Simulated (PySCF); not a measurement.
# CH3BrClIn (SMILES [CH3][In]([Cl])[Br]): levels of theory compared

Aim: a comparison of 3 runs (HF/STO-3G, HF/def2-SVP, B3LYP/def2-TZVP) of CH3BrClIn. 

The results are computed with PySCF 2.14.0.

## Step 1: The molecule

CH3BrClIn has 7 atoms, charge 0, and is taken as a singlet. SMILES: `[CH3][In]([Cl])[Br]`. The coordinates come from a PBE0-D4/def2-TZVP relaxation.

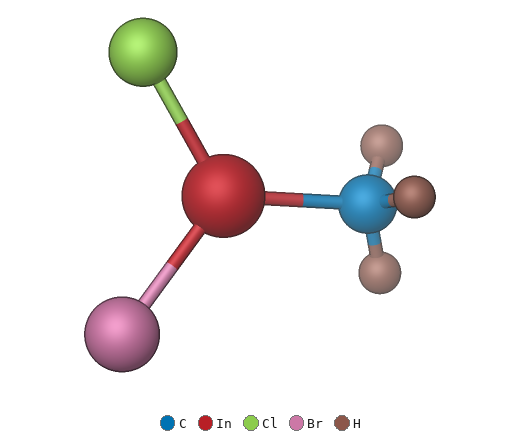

Viewed from a chosen angle; carbon blue, indium red, chlorine green, bromine pink, hydrogen brown.

## Step 2: Energy and forces at HF/STO-3G (run 1)

Contents of job.py:

```python
from pyscf import gto, scf

system = gto.M(
    atom='''
C       -0.131100       1.135200      -0.020500
In       0.121500      -0.976700       0.035700
Cl       1.857300      -2.020500       1.178300
Br      -1.347200      -2.603200      -1.086800
H       -1.177600       1.369000      -0.208100
H        0.193300       1.560200       0.928100
H        0.483800       1.535900      -0.826600
''',
    verbose=4,
    max_memory=1860,
    charge=0,
    basis='sto-3g',
)

calc0 = scf.RHF(system)
calc0.conv_tol = 1e-10
calc0.kernel()
if not calc0.converged:
    calc0 = calc0.newton().run(calc0.mo_coeff, calc0.mo_occ)

energy = calc0.e_tot
print('Final energy', energy)
grad = calc0.nuc_grad_method().kernel()
calc0.analyze()
```

Started as:

```console
OMP_NUM_THREADS=1 python job.py
```

Output:

```text
PySCF version 2.14.0

[... 84 lines left out ...]
MO #2   energy= -484.412196374042  occ= 2
[... 11 lines left out ...]
MO #14  energy= -24.7855966199059  occ= 2
[... 11 lines left out ...]
MO #26  energy= -7.72246976781854  occ= 2
[... 11 lines left out ...]
MO #38  energy= -2.18679911320208  occ= 2
[... 11 lines left out ...]
MO #50  energy= -0.382802123588804 occ= 2
[... 11 lines left out ...]
MO #62  energy= 0.7336856841677    occ= 0
[... 72 lines left out ...]
Dipole moment(X, Y, Z, Debye): -1.03241,  3.12609, -0.52335
```

Wall time 17 s (1 thread of Intel Xeon at 2.50GHz (Skylake/Cascade Lake), shared host); peak memory 0.13 GiB.

## Step 3: Energy and gradient at HF/def2-SVP (core potential) (run 2)

Contents of input.xyz:

```xyz
7

C     -0.131100     1.135200    -0.020500
In     0.121500    -0.976700     0.035700
Cl     1.857300    -2.020500     1.178300
Br    -1.347200    -2.603200    -1.086800
H     -1.177600     1.369000    -0.208100
H      0.193300     1.560200     0.928100
H      0.483800     1.535900    -0.826600
```

Contents of calc.py:

```python
# [CH3][In]([Cl])[Br]
from pyscf import gto, scf

mol = gto.M(
    atom='input.xyz',
    spin=0,
    verbose=4,
    max_memory=1860,
    ecp={'In': 'def2-svp'},
    basis='def2-svp',
)

calc0 = scf.RHF(mol)
calc0.conv_tol = 1e-10
calc0.kernel()
if not calc0.converged:
    calc0 = calc0.newton().run(calc0.mo_coeff, calc0.mo_occ)

e_final = calc0.e_tot
print('Final energy', e_final)
grad = calc0.nuc_grad_method().kernel()
dip = calc0.dip_moment()
pop, q = calc0.mulliken_pop()
```

Started as:

```console
OMP_NUM_THREADS=1 python calc.py
```

Output:

```text
PySCF version 2.14.0

[... 63 lines left out ...]
converged SCF energy = -3260.36686756445
Final energy -3260.366867564453
[... 13 lines left out ...]
Dipole moment(X, Y, Z, Debye): -0.56768,  3.56932, -0.19108
[... 113 lines left out ...]
charge of    6H =      0.07908
```

It took 36 s on 1 thread of Intel Xeon at 2.50GHz (Skylake/Cascade Lake), shared host; peak memory 0.23 GiB.

## Step 4: Energy and gradient at B3LYP/def2-TZVP (core potential) (run 3)

Contents of job.py:

```python
# [CH3][In]([Cl])[Br]
from pyscf import gto, dft

molecule = gto.M(
    atom=[
    ('C', (-0.131100, 1.135200, -0.020500)),
    ('In', (0.121500, -0.976700, 0.035700)),
    ('Cl', (1.857300, -2.020500, 1.178300)),
    ('Br', (-1.347200, -2.603200, -1.086800)),
    ('H', (-1.177600, 1.369000, -0.208100)),
    ('H', (0.193300, 1.560200, 0.928100)),
    ('H', (0.483800, 1.535900, -0.826600)),
],
    max_memory=1860,
    ecp={'In': 'def2-svp'},
    charge=0,
    verbose=4,
    basis='def2-tzvp',
)

mf = dft.RKS(molecule)
mf.xc = 'b3lyp'
mf.conv_tol = 1e-10
mf.grids.level = 5
mf.kernel()
if not mf.converged:
    mf = mf.newton().run(mf.mo_coeff, mf.mo_occ)

energy = mf.e_tot
print('E = %.10f Eh' % energy)
grad = mf.nuc_grad_method().kernel()
mf.analyze()
```

Started as:

```console
OMP_NUM_THREADS=1 python job.py
```

Output:

```text
PySCF version 2.14.0

[... 122 lines left out ...]
MO #19  energy= -3.10885820244983  occ= 2
[... 32 lines left out ...]
MO #52  energy= 0.153769668252932  occ= 0
[... 32 lines left out ...]
MO #85  energy= 0.776707635167852  occ= 0
[... 32 lines left out ...]
MO #118 energy= 1.65981067589494   occ= 0
[... 32 lines left out ...]
MO #151 energy= 2.53935001542096   occ= 0
[... 32 lines left out ...]
MO #184 energy= 124.020064606208   occ= 0
[... 194 lines left out ...]
Dipole moment(X, Y, Z, Debye): -0.58629,  3.47035, -0.20684
```

Wall time 5.1 min (1 thread of Intel Xeon at 2.50GHz (Skylake/Cascade Lake), shared host); peak memory 2.6 GiB.

## Step 5: All runs side by side

```tsv
run	level	core potential	integration grid	energy (Eh)	dipole moment (D)	HOMO energy (eV)	LUMO energy (eV)	wall time
1	HF/STO-3G	–	–	-8721.465788	3.33	-8.18	4.88	17 s
2	HF/def2-SVP (core potential)	def2-svp	–	-3260.366868	3.62	-10.96	1.19	36 s
3	B3LYP/def2-TZVP (core potential)	def2-svp	5	-3264.657711	3.53	-7.95	-2.01	5.1 min
```

## Step 6: What came out

| quantity | value |
| --- | --- |
| run 3: total energy | -3264.65771 Eh |
| run 3: dipole moment | 3.53 D |
| run 3: HOMO energy | -7.95 eV |
| run 3: LUMO energy | -2.01 eV |
| run 3: HOMO–LUMO gap | 5.94 eV |
| run 3: largest force on an atom | 0.360 eV/Å |

What this shows: The dipole moment (its size) runs from 3.33 D (HF/STO-3G) to 3.62 D (HF/def2-SVP). The two ends differ in basis and core potential. The HOMO–LUMO gap runs from 5.94 eV (B3LYP/def2-TZVP) to 13.06 eV (HF/STO-3G). The two ends differ in method and basis and core potential. Some runs of one species differ in core potentials or relativity; totals across that change don't compare. In run 1 the basis is minimal, so the values are rough. In run 1 relativity is left out where basis or elements ask for it. All runs together took 6 min, the longest 5.1 min.
